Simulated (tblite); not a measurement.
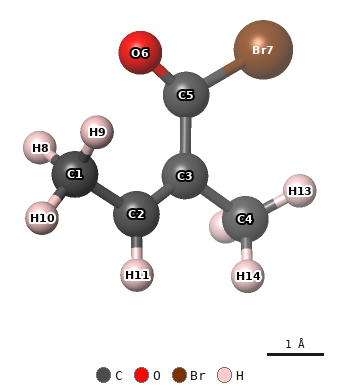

This is the input geometry for a relaxation of C$_{5}$H$_{7}$BrO. Style: ball-and-stick. Shown from a free direction.

Computed with GFN2-xTB geometry optimisation, gas phase (tblite).

```xyz
14

C     1.9671   -0.4185    0.0212
C     0.5339   -0.8050   -0.2135
C    -0.4096    0.0723   -0.0239
C    -1.8253   -0.3773   -0.2796
C    -0.2011    1.4510    0.3907
O     0.9161    1.9533    0.6131
Br   -1.7236    2.5808    0.5793
H     2.0363   -0.1993    1.1302
H     2.2678    0.4615   -0.5876
H     2.5693   -1.3134   -0.2128
H     0.3366   -1.8320   -0.5128
H    -2.2528   -0.6723    0.7235
H    -2.4548    0.4036   -0.7253
H    -1.7604   -1.3053   -0.9247
```

### What does the optimiser find from here?

The atom that moves furthest after the best rigid fit is H12 (0.41 Å). Largest moves by element: H 0.41 Å, Br 0.23 Å, O 0.10 Å, C 0.08 Å. Near-neighbour distances that change, for instance: C5–Br7 1.905 → 1.993 Å, C5–O6 1.245 → 1.187 Å, C2–C3 1.302 → 1.347 Å, C1–H8 1.133 → 1.090 Å. Bond angles that change, for instance: C1–C2–C3 119.7° → 126.8°, C2–C3–C5 125.2° → 118.2°, C3–C2–H11 123.0° → 117.1°. Groups turn about C3–C4 by about 20°. The energy falls by 0.519 eV in 54 geometry steps. Cost: 0.3 s on 1 thread of Arm Neoverse V1, with other jobs on the host.

Final geometry:

```xyz
14

C     2.0228   -0.4553    0.0055
C     0.5894   -0.7686   -0.2121
C    -0.4564    0.0589   -0.0201
C    -1.8632   -0.3771   -0.2844
C    -0.1892    1.4048    0.4568
O     0.8497    1.9323    0.6855
Br   -1.8239    2.5019    0.7694
H     2.1968   -0.1383    1.0342
H     2.3294    0.3816   -0.6228
H     2.6470   -1.3164   -0.2150
H     0.3681   -1.7686   -0.5635
H    -2.4614   -0.3283    0.6243
H    -2.3325    0.2703   -1.0235
H    -1.8771   -1.3979   -0.6564
```

After the run, drawn alike:

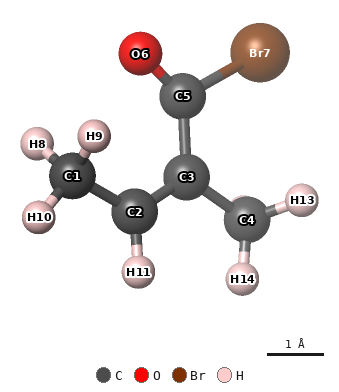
